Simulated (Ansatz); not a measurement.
**C7H10Ge: a changed input and its effect**

System: C7H10Ge, multiplicity 3.
Method of run A: UKS r2SCAN-D4/def2-TZVP (Ansatz 0.2.0).

The geometry comes from this level: PBE0-D4/def2-SVP. Text and figures count atoms from 1; the logs count them from 0 in places.

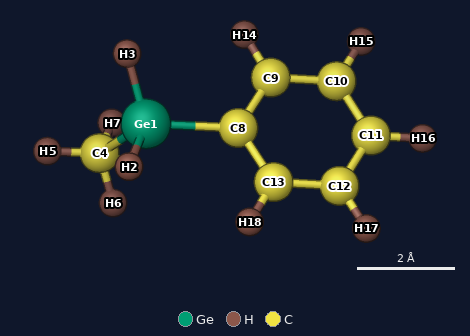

Fig. 1: The structure as given in the input (ball-and-stick view, seen at a tilt; atoms are numbered from 1 in the order of the input). Sticks mark near contacts. Bond lengths as drawn: C–C 1.39 to 1.40 Å, C–Ge 1.95 Å, C–H 1.09 to 1.10 Å and Ge–H 1.54 Å.

### The input, run A
```yaml
crystal:
  periodic: [false, false, false]
  atoms:
    - {symbol: Ge, position_ang: [1.159967, 1.415343, 0.825219]}
    - {symbol: H, position_ang: [1.160592, 1.409507, 2.368914]}
    - {symbol: H, position_ang: [2.616923, 1.429141, 0.314513]}
    - {symbol: C, position_ang: [0.216069, 2.993997, 0.165607]}
    - {symbol: H, position_ang: [0.701485, 3.915623, 0.518844]}
    - {symbol: H, position_ang: [-0.825587, 2.985596, 0.518442]}
    - {symbol: H, position_ang: [0.210383, 2.998129, -0.934279]}
    - {symbol: C, position_ang: [0.285658, -0.210490, 0.199158]}
    - {symbol: C, position_ang: [0.580594, -0.742684, -1.063641]}
    - {symbol: C, position_ang: [-0.068949, -1.885514, -1.528324]}
    - {symbol: C, position_ang: [-1.024230, -2.516595, -0.732566]}
    - {symbol: C, position_ang: [-1.325017, -2.002933, 0.528070]}
    - {symbol: C, position_ang: [-0.673263, -0.859499, 0.988827]}
    - {symbol: H, position_ang: [1.331592, -0.261001, -1.697791]}
    - {symbol: H, position_ang: [0.172858, -2.287388, -2.515825]}
    - {symbol: H, position_ang: [-1.532690, -3.414110, -1.094148]}
    - {symbol: H, position_ang: [-2.070608, -2.497164, 1.156525]}
    - {symbol: H, position_ang: [-0.915775, -0.469967, 1.982443]}
basis:
  gaussian: {orbitals: def2-TZVP, initial_orbitals: start.molden}
magnetization: {spin_polarized: true, initial_magnetization: 2}
hamiltonian: {xc: r2scan, dispersion: d4}
scf: {omitted_lower_state_checks: [starts]}
output: {orbitals: {seedname: orbitals}}
```

Command:
```bash
ansatz run in.yaml --threads 2 --pin off --events-out ev --progress --plain --max-ram 32768MiB --backend cuda --devices 0, --max-vram 18GiB
```

Hardware: 2 CPU threads, shared host.

### Output (run A)
```
Functional definition: r2SCAN
  parameter k0 = 0.174
  parameter k1 = 0.065
  parameter a1 = 4.9479
  exchange = r2scan_x(k0 = k0, k1 = k1, a1 = a1)
  correlation = r2scan_c
these checks for a lower state are left out or cut short: starts
2058 factors; their error is unknown
mean field evaluation 1: about -63934.2533 eV, gradient 5.6e0 eV
mean field evaluation 2: about -63934.3262 eV, gradient 9.4e-2 eV
mean field evaluation 4: about -63934.2618 eV, gradient 3.0e-3 eV
mean field evaluation 8: about -63934.2618 eV, gradient 1.8e-5 eV
mean field -63934.26177972 eV, -2349.5407842057 hartree, gradient 1.8e-5 eV, S^2 2.071341; 0 other end points of the search recorded, 0 dependent functions left out
reference -63934.26179791 eV, -2349.5407848742 hartree; 43, 41 occupied and 282, 284 virtual orbitals, 2058 factors
Total energy: -63934.39499392 eV, -2349.5456797372 hartree
Checks for a lower state left out: starts
```

For run B the input was changed thus:
```diff
-magnetization: {spin_polarized: true, initial_magnetization: 2}
-output: {orbitals: {seedname: orbitals}}
+output: {forces: true, orbitals: {seedname: orbitals}}
```

Predict how the results change.

The total energies belong to different methods, so their difference says nothing on which is more stable or more accurate. The HOMO goes from −2.37 to −6.43 eV. The LUMO goes from −5.18 to −1.22 eV.

### Output (run B)
```
Functional definition: r2SCAN
  parameter k0 = 0.174
  parameter k1 = 0.065
  parameter a1 = 4.9479
  exchange = r2scan_x(k0 = k0, k1 = k1, a1 = a1)
  correlation = r2scan_c
these checks for a lower state are left out or cut short: starts
2058 factors; their error is unknown
mean field evaluation 1: about -63938.3175 eV, gradient 7.6e0 eV
mean field evaluation 2: about -63938.3792 eV, gradient 6.8e-2 eV
mean field evaluation 4: about -63938.3208 eV, gradient 7.1e-4 eV
mean field -63938.32076934 eV, -2349.6899493229 hartree, gradient 2.0e-5 eV, S^2 0.000000; 0 other end points of the search recorded, 0 dependent functions left out
the calculation of the forces begins
reference -63938.32078491 eV, -2349.6899498950 hartree; 42, 42 occupied and 283, 283 virtual orbitals, 2058 factors
Total energy: -63938.45398092 eV, -2349.6948447580 hartree
Atom 0 at     1.159967     1.415343     0.825219 Å, force     0.080060    -0.028114     0.057368 eV/Å
Atom 1 at     1.160592     1.409507     2.368914 Å, force    -0.001705     0.005309    -0.076968 eV/Å
Atom 2 at     2.616923     1.429141     0.314513 Å, force    -0.073138     0.004725     0.023465 eV/Å
Atom 3 at     0.216069     2.993997     0.165607 Å, force    -0.151872     0.258368    -0.106803 eV/Å
Atom 4 at     0.701485     3.915623     0.518844 Å, force    -0.131794    -0.242054    -0.096313 eV/Å
Atom 5 at    -0.825587     2.985596     0.518442 Å, force     0.273712     0.005024    -0.092594 eV/Å
Atom 6 at     0.210383     2.998129    -0.934279 Å, force     0.000266     0.000713     0.288045 eV/Å
Atom 7 at     0.285658    -0.210490     0.199158 Å, force    -0.056814    -0.158314    -0.038543 eV/Å
Atom 8 at     0.580594    -0.742684    -1.063641 Å, force     0.041226     0.046147    -0.058160 eV/Å
Atom 9 at    -0.068949    -1.885514    -1.528324 Å, force     0.015678    -0.036316    -0.090235 eV/Å
Atom 10 at    -1.024230    -2.516595    -0.732566 Å, force    -0.044197    -0.088258    -0.028294 eV/Å
Atom 11 at    -1.325017    -2.002933     0.528070 Å, force    -0.072786    -0.047521     0.045553 eV/Å
Atom 12 at    -0.673263    -0.859499     0.988827 Å, force    -0.029122     0.039651     0.069088 eV/Å
Atom 13 at     1.331592    -0.261001    -1.697791 Å, force    -0.180754    -0.124310     0.157513 eV/Å
Atom 14 at     0.172858    -2.287388    -2.515825 Å, force    -0.059423     0.102699     0.256040 eV/Å
Atom 15 at    -1.532690    -3.414110    -1.094148 Å, force     0.133767     0.236499     0.093625 eV/Å
Atom 16 at    -2.070608    -2.497164     1.156525 Å, force     0.195171     0.127623    -0.158748 eV/Å
Atom 17 at    -0.915775    -0.469967     1.982443 Å, force     0.061724    -0.101870    -0.244040 eV/Å
Dipole moment:    -0.127080     0.003947    -0.089240 e Å
Checks for a lower state left out: starts
```

### The two runs side by side

```csv
quantity,run A,run B
outcome,converged,converged
total energy (hartree),−2349.545680,−2349.694845
HOMO (eV),−2.37,−6.43
LUMO (eV),−5.18,−1.22
⟨S²⟩,2.071,–
basis functions,325,325
dipole moment (D),–,0.75
largest force (eV/Å),–,0.318
wall time (shared host),10 s,12 s
```
